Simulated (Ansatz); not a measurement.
# Calculations on BSiH7O

### Relaxation

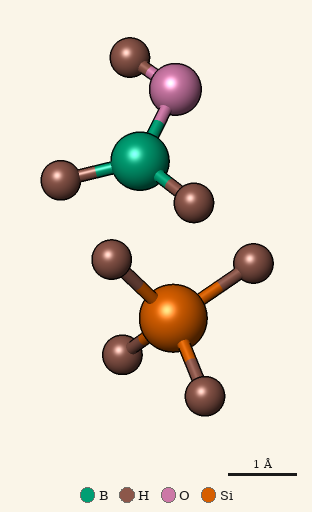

This is the input geometry for a relaxation of BSiH₇O. A ball-and-stick model, seen from a free direction.

The run prepares an end point of a later path (reaction) calculation, from a guessed geometry.

These are results of RKS PBE-D4/cc-pVDZ in Ansatz, not measurements.

The input:
```yaml
crystal:
  periodic: [false, false, false]
  atoms:
    - { symbol: B, position_ang: [-0.091331, -0.428429, -0.127926] }
    - { symbol: H, position_ang: [-0.096352, -0.84975, 0.996203] }
    - { symbol: O, position_ang: [1.027765, -0.443695, -0.911567] }
    - { symbol: H, position_ang: [1.809946, -0.802957, -0.447786] }
    - { symbol: H, position_ang: [-1.095316, 0.005481, -0.661996] }
    - { symbol: Si, position_ang: [0.131417, 2.467382, 1.098232] }
    - { symbol: H, position_ang: [0.848641, 3.077169, 2.281835] }
    - { symbol: H, position_ang: [0.85287, 2.844236, -0.169582] }
    - { symbol: H, position_ang: [-1.286957, 2.97505, 1.057866] }
    - { symbol: H, position_ang: [0.120918, 0.991913, 1.244621] }
basis:
  gaussian: { orbitals: cc-pVDZ }
hamiltonian:
  xc: pbe
  dispersion: d4
relax:
  f_tol: 0.03
  max_steps: 50
output:
  orbitals: {}
```

Command:
```bash
ansatz run input.yaml --threads 1 --pin off --max-ram 2048MiB --backend cpu --events-out ev --progress --plain --runs-dir out
```

**Predict the outcome.**

The atom that moves furthest after the best rigid fit is H10 (0.68 Å). Largest moves by element: H 0.68 Å, Si 0.22 Å, B 0.20 Å, O 0.12 Å. Among the contacts that change: Si6–H10 1.483 → 1.510 Å, B1–H2 1.201 → 1.219 Å. After 16 accepted moves (18 points after the start) the energy has fallen by 0.127 eV. Largest force component: 0.78 eV/Å at the start, 0.025 eV/Å at the end. The line search rejected the trial steps at points 10, 17 of the run. Cost: 15 s on 1 thread of AMD EPYC 9R45 96-Core Processor (Zen 5) (shared host), peak memory 0.14 GiB.

Step by step:

```csv
step,"E − E(0), eV","largest force component, eV/Å",note
0,0.0000,0.7829,
1,-0.0726,0.3166,
2,-0.0910,0.1660,
3,-0.1045,0.2160,
4,-0.1126,0.0631,
5,-0.1163,0.0656,
6,-0.1176,0.0540,
7,-0.1192,0.0783,
8,-0.1209,0.0914,
9,-0.1226,0.0973,
10,-0.1222,0.1585,rejected
11,-0.1240,0.0478,
12,-0.1250,0.0335,
13,-0.1255,0.0419,
14,-0.1260,0.0549,
15,-0.1264,0.0547,
16,-0.1269,0.0483,
17,-0.1259,0.1183,rejected
18,-0.1272,0.0248,
```

The structure at the end:

```xyz
10

B    -0.0948   -0.5990   -0.2305
H    -0.1058   -1.4018    0.6874
O     0.9999   -0.4369   -1.0260
H     1.7363   -1.0196   -0.7575
H    -1.0509    0.0956   -0.5174
Si    0.1467    2.6407    1.2359
H     0.6344    3.6571    2.2403
H     1.0146    2.6872    0.0053
H    -1.2823    2.9470    0.8676
H     0.2235    1.2660    1.8548
```

After the run, drawn alike:

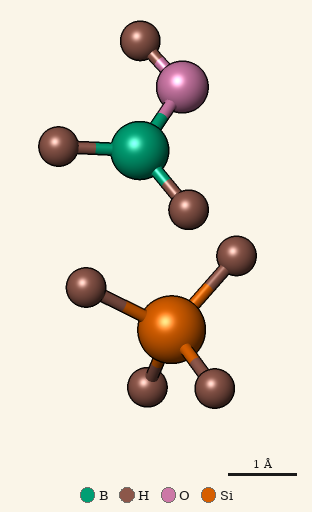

### Relaxation

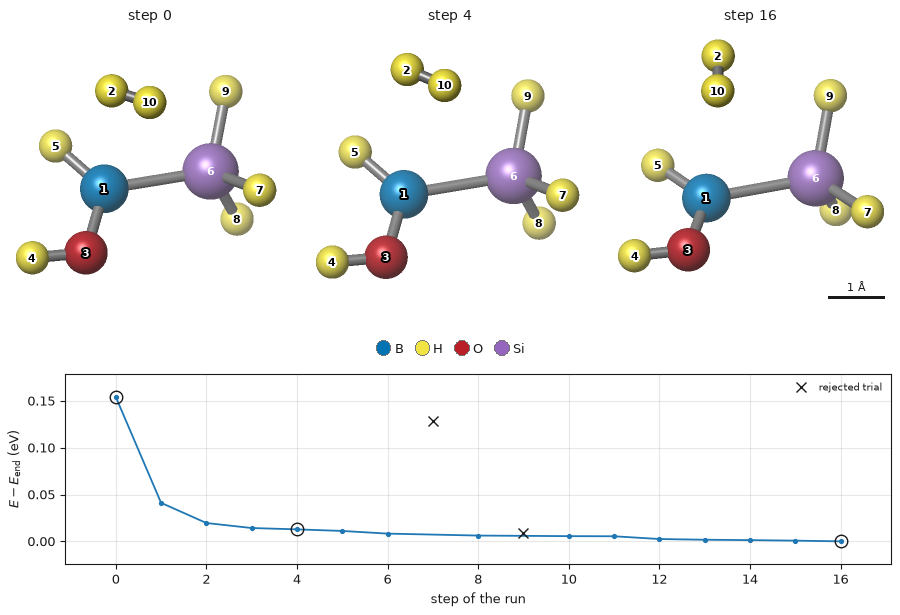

Frames of a relaxation of BSiH₇O, marked on the history of the run. Style: ball-and-stick. Shown at a tilt.

The run prepares an end point of a later path (reaction) calculation, from a guessed geometry.

Computed with RKS PBE-D4/cc-pVDZ (Ansatz).

The input:
```yaml
crystal:
  periodic: [false, false, false]
  atoms:
    - { symbol: B, position_ang: [0.233391, 0.465139, -0.267721] }
    - { symbol: H, position_ang: [-0.598083, -0.334512, 1.827457] }
    - { symbol: O, position_ang: [1.460857, -0.098855, -0.486163] }
    - { symbol: H, position_ang: [1.395433, -0.987637, -0.887398] }
    - { symbol: H, position_ang: [-0.782857, -0.138469, -0.586143] }
    - { symbol: Si, position_ang: [0.191662, 2.287147, 0.501758] }
    - { symbol: H, position_ang: [1.182682, 2.451683, 1.638685] }
    - { symbol: H, position_ang: [0.547768, 3.333478, -0.53916] }
    - { symbol: H, position_ang: [-1.179362, 2.645087, 1.03666] }
    - { symbol: H, position_ang: [-0.229894, 0.21334, 2.121924] }
basis:
  gaussian: { orbitals: cc-pVDZ }
hamiltonian:
  xc: pbe
  dispersion: d4
relax:
  f_tol: 0.03
  max_steps: 50
output:
  orbitals: {}
```

Run as
```bash
ansatz run input.yaml --threads 1 --pin off --max-ram 2048MiB --backend cpu --events-out ev --progress --plain --runs-dir out
```

What happens along the run?

Answer. The atom that moves furthest after the best rigid fit is H10 (0.83 Å). Largest moves by element: H 0.83 Å, B 0.22 Å, Si 0.19 Å, O 0.17 Å. Among the contacts that change: B1–Si6 1.978 → 2.035 Å, H2–H10 0.723 → 0.769 Å, Si6–H7 1.517 → 1.511 Å. Groups turn about B1–Si6 by about 30°. The energy falls by 0.154 eV in 14 accepted moves (16 points after the start). Largest force component: 1.5 eV/Å at the start, 0.014 eV/Å at the end. The line search rejected the trial steps at points 7, 9 of the run. The forces were under the threshold at step 12, but the run went on from there. Cost: 15 s on 1 thread of AMD EPYC 9R45 96-Core Processor (Zen 5), with other jobs on the host, peak memory 0.14 GiB. From step 0 to 4: H10 moves most (0.56 Å), energy −0.141 eV. From step 4 to 16: H10 moves most (0.49 Å), energy −0.013 eV.

```tsv
step	E − E(0), eV	largest force component, eV/Å	note
0	0.0000	1.4742	
1	-0.1131	0.3925	
2	-0.1346	0.1835	
3	-0.1400	0.1000	
4	-0.1414	0.0588	
5	-0.1431	0.0819	
6	-0.1460	0.0331	
7	-0.0262	2.0232	rejected
8	-0.1480	0.0487	
9	-0.1448	0.5037	rejected
10	-0.1487	0.1007	
11	-0.1488	0.2093	
12	-0.1517	0.0254	
13	-0.1525	0.1099	
14	-0.1529	0.1563	
15	-0.1535	0.1102	
16	-0.1542	0.0138
```

Limits of the set-up: the start holds two separate molecules, 2.4 Å apart at their closest, whose relative position is a soft coordinate.

### Path

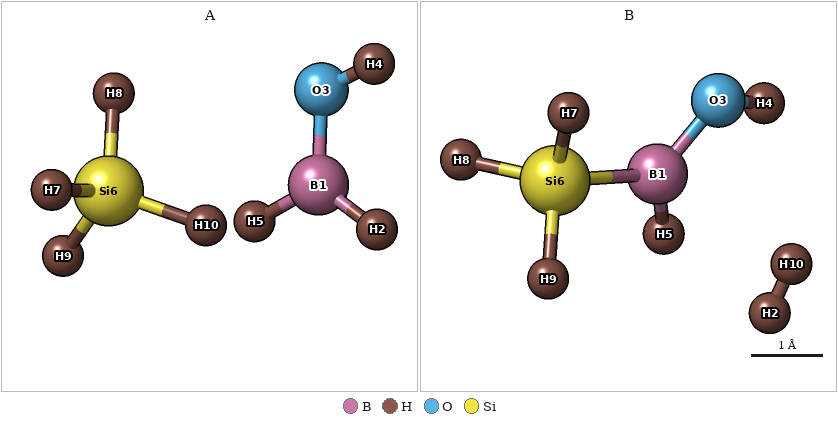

The two relaxed end points of a path for BSiH7O, made up at the start of BH₃O and SiH4. A ball-and-stick model, seen from a free direction.

Theory: Ansatz, RKS PBE-D4/cc-pVDZ.

Run with 5 movable images; climbing image; force threshold 0.03 eV/Å; iteration limit 60.

Start:
```xyz
10

B    -0.0969   -0.5995   -0.2283
H    -0.1202   -1.3992    0.6921
O     1.0057   -0.4455   -1.0144
H     1.7367   -1.0311   -0.7374
H    -1.0468    0.0990   -0.5259
Si    0.1480    2.6437    1.2298
H     0.6318    3.6608    2.2354
H     1.0271    2.6817    0.0070
H    -1.2761    2.9560    0.8478
H     0.2122    1.2706    1.8538
```

End:
```xyz
10

B     0.3825    0.6390   -0.4467
H    -1.0070   -0.5663    2.1946
O     1.5772   -0.0151   -0.3543
H     1.5747   -0.8563   -0.8538
H    -0.5360    0.1612   -1.0996
Si    0.1816    2.4307    0.4975
H     1.2980    2.7407    1.4680
H     0.1384    3.5425   -0.5318
H    -1.1315    2.4896    1.2486
H    -0.2564   -0.7295    2.2374
```

Q: Predict the minimum-energy path and its barrier.

A: Forward barrier 0.97 eV, backward barrier 0.61 eV, with image 3 at the top; the reaction energy is +0.36 eV. Breaking: B1–H2 (1.22 → 1.32 at the top → 3.22 Å), Si6–H10 (1.51 → 2.02 at the top → 3.63 Å). Forming: B1–Si6 (3.56 → 2.11 at the top → 2.04 Å), H2–H10 (2.93 → 1.11 at the top → 0.77 Å). The band converged in 22 iterations. The largest component of the band force went from 15 to 0.03 eV/Å. The climbing image converged on the top of the path. Its vibrational analysis gives one imaginary mode (787i cm⁻¹), as a transition state must have.

Energies of the converged images:

| image | path (Å) | E (eV) |
| --- | --- | --- |
| 0 | 0.00 | 0.000 |
| 1 | 1.03 | 0.023 |
| 2 | 2.06 | 0.321 |
| 3 | 3.09 | 0.973 |
| 4 | 3.95 | 0.569 |
| 5 | 4.80 | 0.378 |
| 6 | 5.65 | 0.358 |

The geometry at the top of the path:

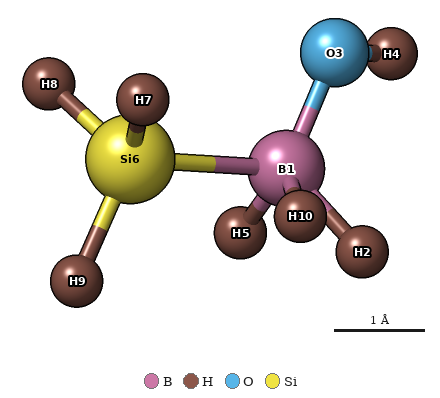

Limits of the set-up: the start holds two separate molecules, 2.8 Å apart at their closest, whose relative position is a soft coordinate.

The run took 86 s on 1 thread of AMD EPYC 9R45 96-Core Processor (Zen 5), with other jobs on the host, peak memory 0.14 GiB.
